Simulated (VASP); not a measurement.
# YPt under strain, part 3 of 4

Aim: follow the pressure of YPt through compression, expansion and shear. All runs use PBEsol. Left out of this account: 1 further run (self-consistent run: a reference on another mesh). The start is a computed cell from the Materials Project.

VASP 6.6.1; PBEsol; plane waves and PAW (Y_sv, Pt).

Still holding for the runs below: Spin-orbit coupling is off here; with elements this heavy it splits and shifts levels by tenths of an eV or more.

So far, pressure (GPa): step 2 (bands, cell as listed) -3.45; step 3 (cell volume +4.0 %) -7.16; step 4 (cell volume +8.0 %) -10.1.

**5. Bands, sheared, principal strains -1.5, +0.2, +1.3 %**

The cell is sheared at fixed volume, which lowers its symmetry.

Input file INCAR:

```
SYSTEM = YPt
PREC = Accurate
ENCUT = 400
EDIFF = 1E-06
NELM = 100
ISMEAR = -1
SIGMA = 0.05
LREAL = .FALSE.
ALGO = Normal
GGA = PS
NBANDS = 64
LASPH = .TRUE.
LORBIT = 11
LWAVE = .FALSE.
LCHARG = .FALSE.
KPAR = 8
```

Input file POSCAR:

```
YPt
1.0
    7.0800950000     -0.0046240000      0.0348700000
   -0.0029620000      4.4481520000     -0.0184830000
    0.0274760000     -0.0227350000      5.6072280000
Y Pt
4 4
Direct
    0.1819799900      0.2500000000      0.6396335300
    0.8180200100      0.7500000000      0.3603664700
    0.3180200100      0.7500000000      0.1396335300
    0.6819799900      0.2500000000      0.8603664700
    0.0428388100      0.2500000000      0.1528810400
    0.9571611900      0.7500000000      0.8471189600
    0.4571611900      0.7500000000      0.6528810400
    0.5428388100      0.2500000000      0.3471189600
```

Input file KPOINTS:

```
Automatic mesh
0
Gamma
5 7 6
0 0 0
```

Input file KPOINTS_OPT:

```
Line mode
12
Line-mode
Reciprocal
  0.00000000  -0.50000000   0.00000000 X
  0.00000000   0.00000000   0.00000000 GAMMA

  0.00000000   0.00000000   0.00000000 GAMMA
  0.50000000   0.00000000   0.00000000 Y

  0.50000000  -0.50000000   0.00000000 L
  0.00000000   0.00000000   0.00000000 GAMMA

  0.00000000   0.00000000   0.00000000 GAMMA
  0.00000000   0.00000000   0.50000000 Z

  0.00000000  -0.50000000   0.50000000 N
  0.00000000   0.00000000   0.00000000 GAMMA

  0.00000000   0.00000000   0.00000000 GAMMA
  0.50000000   0.00000000   0.50000000 M

  0.50000000  -0.50000000   0.50000000 R
  0.00000000   0.00000000   0.00000000 GAMMA
```

PAW data sets: Y_sv and Pt (PBE family, release 64).

On the command line:

```console
> mpirun -np 8 vasp_std
```

The program printed:

```text
[... set-up lines as in an earlier step ...]
 entering main loop
       N       E                     dE             d eps       ncg     rms          rms(c)
DAV:   1     0.447694393825E+03    0.44769E+03   -0.34433E+04 13568   0.105E+03
DAV:   2    -0.322718257639E+02   -0.47997E+03   -0.44894E+03 15056   0.291E+02
DAV:   3    -0.644737523737E+02   -0.32202E+02   -0.31582E+02 19448   0.555E+01
DAV:   4    -0.672953534107E+02   -0.28216E+01   -0.28063E+01 19656   0.132E+01
DAV:   5    -0.673767293234E+02   -0.81376E-01   -0.81353E-01 17824   0.236E+00    0.658E+01
DAV:   6    -0.654915618984E+02    0.18852E+01   -0.24023E+00 15328   0.619E+00    0.393E+01
DAV:   7    -0.650479533185E+02    0.44361E+00   -0.27436E+00 16304   0.568E+00    0.837E+00
DAV:   8    -0.649899589271E+02    0.57994E-01   -0.79185E-01 15208   0.313E+00    0.293E+00
DAV:   9    -0.649486052508E+02    0.41354E-01   -0.21974E-01 15112   0.182E+00    0.159E+00
DAV:  10    -0.649480496449E+02    0.55561E-03   -0.76557E-03 17384   0.253E-01    0.320E-01
DAV:  11    -0.649480181328E+02    0.31512E-04   -0.15339E-03 15464   0.171E-01    0.317E-01
DAV:  12    -0.649479965026E+02    0.21630E-04   -0.12002E-04 16576   0.421E-02    0.264E-02
DAV:  13    -0.649479949039E+02    0.15987E-05   -0.80208E-06 16032   0.153E-02    0.182E-02
DAV:  14    -0.649479934838E+02    0.14202E-05   -0.20353E-06 11552   0.893E-03    0.125E-02
DAV:  15    -0.649479944141E+02   -0.93036E-06   -0.11902E-06 10104   0.562E-03
   1 F= -.64947994E+02 E0= -.64926809E+02  d E =-.423700E-01
 Start KPOINTS_OPT (optional k-point list driver)
k-point batch [1-84\84]
       N       E                     dE             ncg
DAV:   1     0.269033207943E+04   -0.73918E+05    10752
DAV:   2    -0.374289182485E+05   -0.40119E+05    12160
DAV:   3    -0.402025279822E+05   -0.27736E+04    15888
DAV:   4    -0.404405695659E+05   -0.23804E+03    15432
DAV:   5    -0.404479710521E+05   -0.74015E+01    14304
DAV:   6    -0.404480696176E+05   -0.98565E-01    15368
DAV:   7    -0.404480713074E+05   -0.16899E-02    14184
DAV:   8    -0.404480713327E+05   -0.25271E-04    12168
DAV:   9    -0.404480713336E+05   -0.89413E-06     8224
```

Wall time 1.7 min (8 MPI ranks of Intel Xeon 6975P-C (Granite Rapids), shared host); peak memory 8.4 GiB.

OUTCAR, selected parts (step 5):

```text
   k-points           NKPTS =    106   k-points in BZ     NKDIM =    106   number of bands    NBANDS=     64

   ENCUT  =  400.0 eV  29.40 Ry    5.42 a.u.  11.55  7.25  9.14*2*pi/ulx,y,z

   NELECT =      84.0000    total number of electrons

 E-fermi :   6.0201

 k-point     1 :       0.0000    0.0000    0.0000
  band No.  band energies     occupation
    ...
     40       4.3074      2.00000
     41       5.2773      2.00000
     42       5.6684      1.99824
     43       5.8348      1.95198
     44       6.0131      1.06980
     45       7.3292      0.00000
     46       7.7255      0.00000
     47       8.0607      0.00000
     48       8.2695      0.00000
     49       8.3700      0.00000
    ...

  Total       -3.7374686     -2.8504481     -4.2298773      0.0604282      0.4316108     -0.3590634
  in kB      -33.9108903    -25.8627543    -38.3786249      0.5482790      3.9161017     -3.2578628
  external PRESSURE =     -32.7174232 kB  Pullay stress =       0.0000000 kB

 POSITION                                       TOTAL-FORCE (eV/Angst)
 -----------------------------------------------------------------------------------
      1.30527      1.09665      3.58830        -0.020871      0.002585     -0.006189
      5.79934      3.32414      2.03532         0.020871     -0.002585      0.006189
      2.25323      3.33147      0.78018         0.015301      0.002896     -0.007195
      4.85138      1.08932      4.84343        -0.015301     -0.002896      0.007195
      0.30676      1.10836      0.85411        -0.021724      0.020707     -0.044516
      6.79785      3.31243      4.76950         0.021724     -0.020707      0.044516
      3.25246      3.31916      3.66293         0.016839      0.021894     -0.056054
      3.85215      1.10164      1.96068        -0.016839     -0.021894      0.056054
 -----------------------------------------------------------------------------------
    total drift:                                0.000000      0.000000     -0.000000

  FREE ENERGIE OF THE ION-ELECTRON SYSTEM (eV)
  ---------------------------------------------------
  free  energy   TOTEN  =       -64.9479944141 eV

  energy  without entropy=      -64.9056243762  energy(sigma->0) =      -64.92680940

[... 1 part as in an earlier step ...]

[... 14 further parts left out ...]
```

The path and its labels are those of the sheared lattice, so a letter need not mean the same point as in the unstrained cell.

Numbers from this step:

```
irreducible k-points    : 106
symmetry operations     : 2
free energy (TOTEN)     : -64.9480 eV
energy at zero smearing : -64.9268 eV
Fermi energy            : 6.020 eV
pressure                : -3.272 GPa
```

Electronic bands along the path, in eV, zero at the Fermi level; # counts the bands kept, so #1 is VASP's band 17:

| point | #23 | #24 | #25 | #26 | #27 | #28 | #29 | #30 |
| --- | --- | --- | --- | --- | --- | --- | --- | --- |
| X | -1.96 | -1.96 | 0.04 | 0.05 | 0.28 | 0.28 | 0.80 | 0.81 |
| Γ | -1.96 | -1.71 | -0.74 | -0.35 | -0.19 | -0.01 | 1.31 | 1.71 |
| Y | -1.76 | -1.75 | 0.12 | 0.15 | 0.83 | 0.83 | 1.07 | 1.09 |
| jump to L | -2.11 | -2.10 | 0.33 | 0.37 | 0.37 | 0.40 | 1.16 | 1.19 |
| Γ | -1.96 | -1.71 | -0.74 | -0.35 | -0.19 | -0.01 | 1.31 | 1.71 |
| Z | -1.57 | -1.56 | -0.62 | -0.59 | 0.25 | 0.26 | 1.00 | 1.01 |
| jump to N | -1.79 | -1.76 | -1.10 | -1.09 | 0.39 | 0.43 | 0.58 | 0.61 |
| Γ | -1.96 | -1.71 | -0.74 | -0.35 | -0.19 | -0.01 | 1.31 | 1.71 |
| M | -2.16 | -2.14 | 0.47 | 0.48 | 0.72 | 0.76 | 1.10 | 1.12 |
| jump to R | -2.01 | -2.00 | -0.74 | -0.71 | -0.70 | -0.68 | 1.73 | 1.75 |
| Γ | -1.96 | -1.71 | -0.74 | -0.35 | -0.19 | -0.01 | 1.31 | 1.71 |

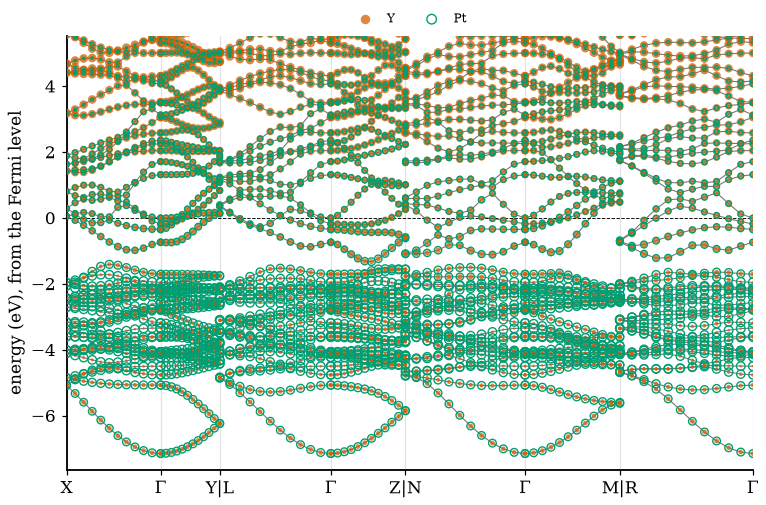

Electronic bands along the path; dots are coloured as in the legend, and their area grows with the weight.

Force by atom:

| atom | x (eV/Å) | y (eV/Å) | z (eV/Å) | size |
| --- | --- | --- | --- | --- |
| Y1 | -0.0209 | 0.0026 | -0.0062 | 0.0219 |
| Y2 | 0.0209 | -0.0026 | 0.0062 | 0.0219 |
| Y3 | 0.0153 | 0.0029 | -0.0072 | 0.0172 |
| Y4 | -0.0153 | -0.0029 | 0.0072 | 0.0172 |
| Pt5 | -0.0217 | 0.0207 | -0.0445 | 0.0537 |
| Pt6 | 0.0217 | -0.0207 | 0.0445 | 0.0537 |
| Pt7 | 0.0168 | 0.0219 | -0.0561 | 0.0625 |
| Pt8 | -0.0168 | -0.0219 | 0.0561 | 0.0625 |

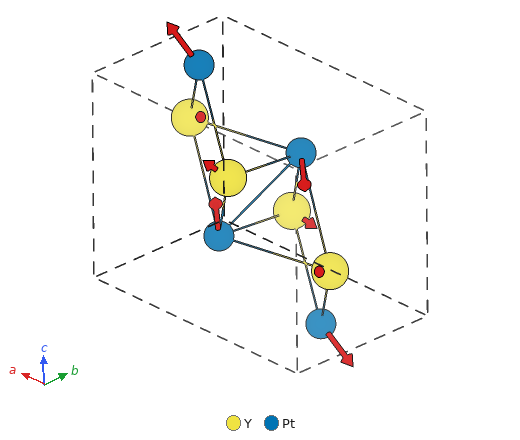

Force as arrows, the longest 0.0625 eV/Å.

 The pressure is -3.27 GPa, and the symmetry operations fall from 8 to 2.

**6. Bands, volume times 0.96**

The cell is compressed evenly, with fractional positions held.

INCAR is that of step 5.

POSCAR: that of step 5 with these lines changed.

```diff
@@ -2,5 +2,5 @@
 1.0
-    7.0800950000     -0.0046240000      0.0348700000
-   -0.0029620000      4.4481520000     -0.0184830000
-    0.0274760000     -0.0227350000      5.6072280000
+    6.9510029971      0.0000000000      0.0000000000
+    0.0000000000      4.4526900060      0.0000000000
+    0.0000000000      0.0000000000      5.4770937440
 Y Pt
```

KPOINTS is that of step 5.

Input file KPOINTS_OPT:

```
Line mode
12
Line-mode
Reciprocal
  0.00000000   0.00000000   0.00000000 GAMMA
  0.00000000   0.50000000   0.00000000 X

  0.00000000   0.50000000   0.00000000 X
  0.00000000   0.50000000   0.50000000 S

  0.00000000   0.50000000   0.50000000 S
  0.00000000   0.00000000   0.50000000 Y

  0.00000000   0.00000000   0.50000000 Y
  0.00000000   0.00000000   0.00000000 GAMMA

  0.00000000   0.00000000   0.00000000 GAMMA
  0.50000000   0.00000000   0.00000000 Z

  0.50000000   0.00000000   0.00000000 Z
  0.50000000   0.50000000   0.00000000 U

  0.50000000   0.50000000   0.00000000 U
  0.50000000   0.50000000   0.50000000 R

  0.50000000   0.50000000   0.50000000 R
  0.50000000   0.00000000   0.50000000 T

  0.50000000   0.00000000   0.50000000 T
  0.50000000   0.00000000   0.00000000 Z

  0.00000000   0.00000000   0.50000000 Y
  0.50000000   0.00000000   0.50000000 T

  0.50000000   0.50000000   0.00000000 U
  0.00000000   0.50000000   0.00000000 X

  0.00000000   0.50000000   0.50000000 S
  0.50000000   0.50000000   0.50000000 R
```

On the command line:

```console
> mpirun -np 8 vasp_std
```

The program printed:

```text
[... set-up lines as in an earlier step ...]
 entering main loop
       N       E                     dE             d eps       ncg     rms          rms(c)
DAV:   1     0.451411932905E+03    0.45141E+03   -0.34493E+04  6144   0.106E+03
DAV:   2    -0.318756753379E+02   -0.48329E+03   -0.45200E+03  6808   0.293E+02
DAV:   3    -0.644285338724E+02   -0.32553E+02   -0.31911E+02  8784   0.564E+01
DAV:   4    -0.672367459191E+02   -0.28082E+01   -0.27953E+01  8888   0.133E+01
DAV:   5    -0.673202398649E+02   -0.83494E-01   -0.83477E-01  8144   0.235E+00    0.708E+01
DAV:   6    -0.655289470803E+02    0.17913E+01   -0.24977E+00  7064   0.641E+00    0.416E+01
DAV:   7    -0.651238890526E+02    0.40506E+00   -0.24896E+00  7520   0.553E+00    0.933E+00
DAV:   8    -0.650469512859E+02    0.76938E-01   -0.80599E-01  6968   0.325E+00    0.292E+00
DAV:   9    -0.650122909747E+02    0.34660E-01   -0.19436E-01  6840   0.174E+00    0.164E+00
DAV:  10    -0.650119140604E+02    0.37691E-03   -0.72629E-03  7848   0.244E-01    0.275E-01
DAV:  11    -0.650119144845E+02   -0.42415E-06   -0.11747E-03  7048   0.148E-01    0.336E-01
DAV:  12    -0.650118958245E+02    0.18660E-04   -0.10796E-04  7464   0.378E-02    0.237E-02
DAV:  13    -0.650118942126E+02    0.16119E-05   -0.10158E-05  7024   0.145E-02    0.271E-02
DAV:  14    -0.650118939187E+02    0.29389E-06   -0.10685E-06  4536   0.414E-03
   1 F= -.65011894E+02 E0= -.64994338E+02  d E =-.351122E-01
 Start KPOINTS_OPT (optional k-point list driver)
k-point batch [1-48\144]
       N       E                     dE             ncg
DAV:   1     0.986682884126E+03   -0.60626E+05     6144
DAV:   2    -0.224494812288E+05   -0.23436E+05     6888
DAV:   3    -0.240696965927E+05   -0.16202E+04     8976
DAV:   4    -0.242056115564E+05   -0.13591E+03     8840
DAV:   5    -0.242095426561E+05   -0.39311E+01     8136
DAV:   6    -0.242095879341E+05   -0.45278E-01     8728
DAV:   7    -0.242095886304E+05   -0.69623E-03     8128
DAV:   8    -0.242095886398E+05   -0.94266E-05     6608
DAV:   9    -0.242095886403E+05   -0.52917E-06     4736
[...]
k-point batch [97-144\144]
       N       E                     dE             ncg
DAV:   1     0.948970105402E+03   -0.77401E+05     6144
DAV:   2    -0.224316116697E+05   -0.23381E+05     6848
DAV:   3    -0.240441694176E+05   -0.16126E+04     8776
DAV:   4    -0.241898746867E+05   -0.14571E+03     8952
DAV:   5    -0.241939252647E+05   -0.40506E+01     8032
DAV:   6    -0.241939713072E+05   -0.46042E-01     8592
DAV:   7    -0.241939719575E+05   -0.65028E-03     7984
DAV:   8    -0.241939719673E+05   -0.98214E-05     6448
DAV:   9    -0.241939719679E+05   -0.53524E-06     4632
```

Wall time 78 s (8 MPI ranks); peak memory 4.8 GiB; 8.7 min of CPU time.

OUTCAR, selected parts (step 6):

```text
   ENCUT  =  400.0 eV  29.40 Ry    5.42 a.u.  11.34  7.26  8.93*2*pi/ulx,y,z

   NELECT =      84.0000    total number of electrons

 E-fermi :   6.3959

 k-point     1 :       0.0000    0.0000    0.0000
  band No.  band energies     occupation
    ...
     40       4.6723      2.00000
     41       5.6727      2.00000
     42       5.9954      1.99934
     43       6.0600      1.99758
     44       6.4165      0.79723
     45       7.8845      0.00000
     46       8.0898      0.00000
     47       8.4874      0.00000
     48       8.6788      0.00000
     49       8.6926      0.00000
    ...

  Total        0.6970660      1.5874321      1.4686125      0.0000000      0.0000000      0.0000000
  in kB        6.5881632     15.0032600     13.8802629      0.0000000      0.0000000      0.0000000
  external PRESSURE =      11.8238953 kB  Pullay stress =       0.0000000 kB

 POSITION                                       TOTAL-FORCE (eV/Angst)
 -----------------------------------------------------------------------------------
      1.26494      1.11317      3.50333        -0.019130     -0.000000      0.029711
      5.68606      3.33952      1.97376         0.019130     -0.000000     -0.029711
      2.21056      3.33952      0.76479         0.019130      0.000000      0.029711
      4.74044      1.11317      4.71231        -0.019130     -0.000000     -0.029711
      0.29777      1.11317      0.83734        -0.016581      0.000000     -0.001251
      6.65323      3.33952      4.63975         0.016581      0.000000      0.001251
      3.17773      3.33952      3.57589         0.016581      0.000000     -0.001251
      3.77327      1.11317      1.90120        -0.016581      0.000000      0.001251
 -----------------------------------------------------------------------------------
    total drift:                                0.000000      0.000000     -0.000000

  FREE ENERGIE OF THE ION-ELECTRON SYSTEM (eV)
  ---------------------------------------------------
  free  energy   TOTEN  =       -65.0118939187 eV

  energy  without entropy=      -64.9767817450  energy(sigma->0) =      -64.99433783

[... 5 parts as in an earlier step ...]

[... 11 further parts left out ...]
```

This step gave:

```
SCF cycles              : 14
irreducible k-points    : 48
symmetry operations     : 8
free energy (TOTEN)     : -65.0119 eV
energy at zero smearing : -64.9943 eV
Fermi energy            : 6.396 eV
pressure                : 1.182 GPa
```

Electronic bands along the path, in eV, zero at the Fermi level; # counts the bands kept, so #1 is VASP's band 17:

| point | #23 | #24 | #25 | #26 | #27 | #28 | #29 | #30 |
| --- | --- | --- | --- | --- | --- | --- | --- | --- |
| Γ | -1.99 | -1.72 | -0.72 | -0.40 | -0.34 | 0.02 | 1.49 | 1.69 |
| X | -1.97 | -1.97 | 0.05 | 0.05 | 0.32 | 0.32 | 0.87 | 0.87 |
| S | -1.82 | -1.82 | -1.04 | -1.04 | 0.50 | 0.50 | 0.61 | 0.61 |
| Y | -1.54 | -1.54 | -0.57 | -0.57 | 0.15 | 0.15 | 1.11 | 1.11 |
| Γ | -1.99 | -1.72 | -0.72 | -0.40 | -0.34 | 0.02 | 1.49 | 1.69 |
| Z | -1.80 | -1.80 | 0.22 | 0.22 | 0.72 | 0.72 | 1.14 | 1.14 |
| U | -2.20 | -2.20 | 0.38 | 0.38 | 0.38 | 0.38 | 1.29 | 1.29 |
| R | -2.08 | -2.08 | -0.69 | -0.69 | -0.69 | -0.69 | 1.85 | 1.85 |
| T | -2.26 | -2.26 | 0.36 | 0.36 | 0.77 | 0.77 | 1.19 | 1.19 |
| Z | -1.80 | -1.80 | 0.22 | 0.22 | 0.72 | 0.72 | 1.14 | 1.14 |
| jump to Y | -1.54 | -1.54 | -0.57 | -0.57 | 0.15 | 0.15 | 1.11 | 1.11 |
| T | -2.26 | -2.26 | 0.36 | 0.36 | 0.77 | 0.77 | 1.19 | 1.19 |
| jump to U | -2.20 | -2.20 | 0.38 | 0.38 | 0.38 | 0.38 | 1.29 | 1.29 |
| X | -1.97 | -1.97 | 0.05 | 0.05 | 0.32 | 0.32 | 0.87 | 0.87 |
| jump to S | -1.82 | -1.82 | -1.04 | -1.04 | 0.50 | 0.50 | 0.61 | 0.61 |
| R | -2.08 | -2.08 | -0.69 | -0.69 | -0.69 | -0.69 | 1.85 | 1.85 |

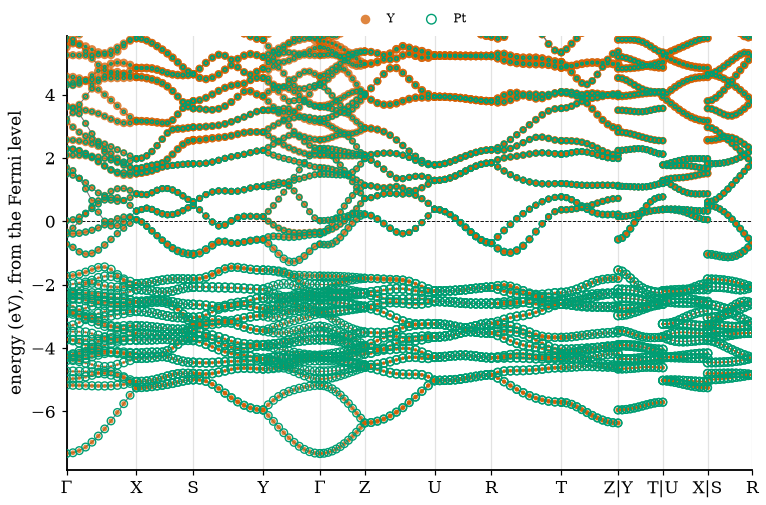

Electronic bands along the path; dots are coloured as in the legend, and their area grows with the weight.

 The pressure is 1.18 GPa.

Between step 2 and this run (cell volume -4.0 %) the value for the pressure moves from -3.45 GPa to 1.18 GPa.

(Continued in part 4 of 4.)

[Lines on the potential files, build, host, timing and source positions are cut from VASP's logs without a mark.]

[Logs are printed without paths, hosts, clocks, repeated set-up lines and the standing remarks that a program may print on its own settings, such as how far it seeks lower states.]

[Hosts, paths, dates, database ids (printed as entryN), source tags and the programs' standing remarks are cut or masked in the printed files.]

[A measured line is paired with the nearest computed mode of its activity, which favours agreement.]
